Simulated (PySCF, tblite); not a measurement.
**C2H6Si (triplet), a cluster model of a defect: EPR parameters**

What EPR parameters should one expect for `[CH]C[SiH3]`? It is drawn as: twofold C.

Computed with tblite 0.8.0 and PySCF 2.14.0; each step states its level. No surroundings beyond the atoms listed, unless a continuum is named. Atoms count from 0, parts from 1.

### 1 Starting point

9 atoms, charge 0, multiplicity 3; geometry: distance geometry start.

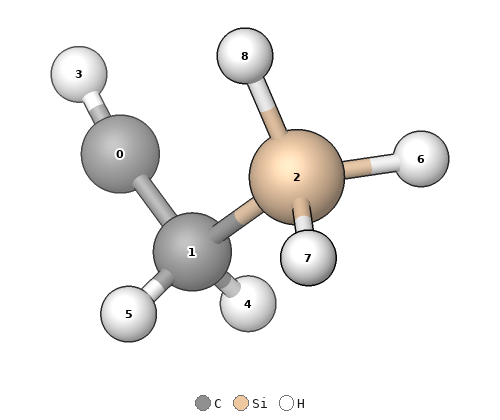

The starting geometry (carbon grey, silicon light orange, hydrogen white), atoms numbered.

### 2 Geometry optimisation with GFN2-xTB

Job settings and geometry (Å):

```
{"job": {"kind": "relax", "xc": "GFN2-xTB", "basis": "xTB"}, "charge": 0, "multiplicity": 3}
C      1.842541     0.973200     0.682187
C      0.835954     0.306457    -0.156568
Si    -0.354898     1.532941    -0.786534
H      2.448580     1.596283     1.221905
H      0.314533    -0.401937     0.417371
H      1.317543    -0.187071    -0.945944
H     -1.501444     1.603923     0.066546
H     -0.794828     1.143408    -2.100337
H      0.272780     2.834761    -0.863720
```

Method: GFN2-xTB geometry optimisation, gas phase.

Started as:

```console
> OMP_NUM_THREADS=1 python cluster_run.py task.json out
```

The driver reads the jobs from task.json and runs them one after another.

**Question.** The jobs that follow are: PBE0-D3(BJ)/def2-SVP geometry optimisation, gas phase; UKS B3LYP, IGLO-III on C Si, pcH-1 on H, non-relativistic, mean-field spin-orbit, GIAO; UKS BHandHLYP, IGLO-III on C Si, pcH-1 on H, non-relativistic, mean-field spin-orbit, GIAO. Predict: point group; rotational constants (main isotopes); D, E (B3LYP); g(iso) (B3LYP); ⟨S²⟩; largest a(iso).

**Answer**, as computed:

| quantity | value |
| --- | --- |
| point group | C1 |
| rotational constants (main isotopes) | 25.37, 5.63, 5.05 GHz |
| D, E (B3LYP) | 0.696, 0.046 cm⁻¹ |
| g(iso) (B3LYP) | 2.00236 |
| ⟨S²⟩ | 2.007 (exact 2.00) |
| largest a(iso) | 13C on C0, 229.5 MHz |

What this shows: Over 4 steps the energy fell by 0.108 eV; of the close pairs, Si2–H7 changed most, 1.441 to 1.497 Å (PBE0/def2-SVP). No frequency check was run at this level, so the end point may be a saddle. C0 carries the largest spin population, 1.92 e. The isotropic g lies 0.0 ppt above the free-electron value. The coupling of 13C on C0 runs from 229.5 (B3LYP/IGLO-III+pcH-1) to 256.6 MHz (BHandHLYP/IGLO-III+pcH-1). The triplet was assumed; the singlet may lie lower.
